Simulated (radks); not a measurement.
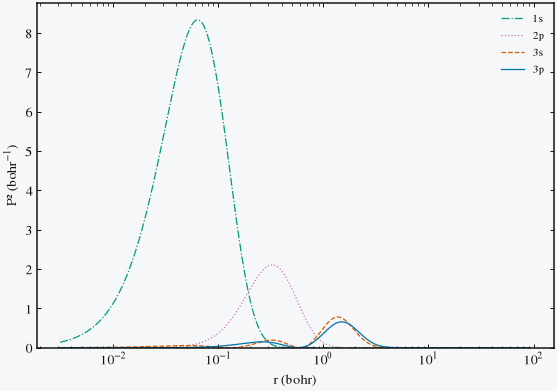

System: the S⁺ ion, configuration [Ne] 3s2 3p2 7f1. The calculation used the in-house radial solver radks at this level: non-relativistic Kohn-Sham, PBE, spin-unpolarised, spherical densities, point nucleus.

The plot shows the radial probability densities P² of 3p, 3s, 2p and 1s.

**Describe it and give its main numbers.**

1s: outer maximum at 0.0637 bohr, ⟨r⟩ = 0.0973 bohr, 0 nodes, eigenvalue −2423 eV; 2p: outer maximum at 0.326 bohr, ⟨r⟩ = 0.442 bohr, 0 nodes, eigenvalue −181.1 eV; 3s: outer maximum at 1.37 bohr, ⟨r⟩ = 1.58 bohr, 2 nodes, eigenvalue −38.0 eV; 3p: outer maximum at 1.50 bohr, ⟨r⟩ = 1.77 bohr, 1 node, eigenvalue −26.8 eV.
